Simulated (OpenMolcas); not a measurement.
A ladder of methods for AlHClF (SMILES [F][AlH][Cl])

AlHClF: 4 atoms, total charge 0, spin state singlet. SMILES: `[F][AlH][Cl]`. Geometry: a GFN2-xTB relaxation, a rough one for these elements and not checked as a minimum.

```xyz
4

F     0.5115   -0.9613    1.2479
Al    0.0626    0.0413    0.0184
Cl   -1.6147   -0.2460   -1.0636
H     1.0406    1.1660   -0.2027
```

Each level gives the energy change with the F1–Al2 bond stretched from 1.649 to 2.473 Å (eV). The values are calculated.

```
                     level                   kind     program  value (eV)  less FCI/STO-3G  CPU time (all runs)
 SVWN5/STO-3G (restricted)                    LDA  OpenMolcas        4.68            +0.67                8.2 s
   PBE/STO-3G (restricted)                    GGA  OpenMolcas        4.35            +0.34                9.6 s
M06-2X/STO-3G (restricted)        hybrid meta-GGA  OpenMolcas        5.05            +1.04                 10 s
  PBE0/STO-3G (restricted)          global hybrid  OpenMolcas        4.76            +0.75                8.7 s
        CASPT2(2,2)/STO-3G         multireference  OpenMolcas        3.99            -0.02                3.4 s
          MRCI(2,2)/STO-3G         multireference  OpenMolcas        3.94            -0.07                3.8 s
  ACPF/STO-3G (restricted)  coupled cluster or CI  OpenMolcas        3.31            -0.70                3.7 s
                FCI/STO-3G     exact in the basis  OpenMolcas        4.01             0.00              3.7 min
```

FCI/STO-3G is exact within its basis and frozen core, so for wave-function methods in that basis the difference is their error; functionals converge differently with the basis, so for them it is only a difference. The first shape isn't each level's own minimum. The values span 3.31 to 5.05 eV. All rows use very small basis sets, so even the best lies far from the true value. Times are those of the runs behind each value, whatever else they computed, on shared processors of several kinds: orders of magnitude only.

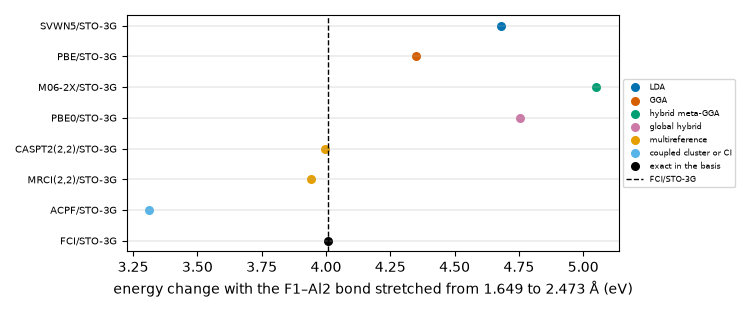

The values of the table, level by level.
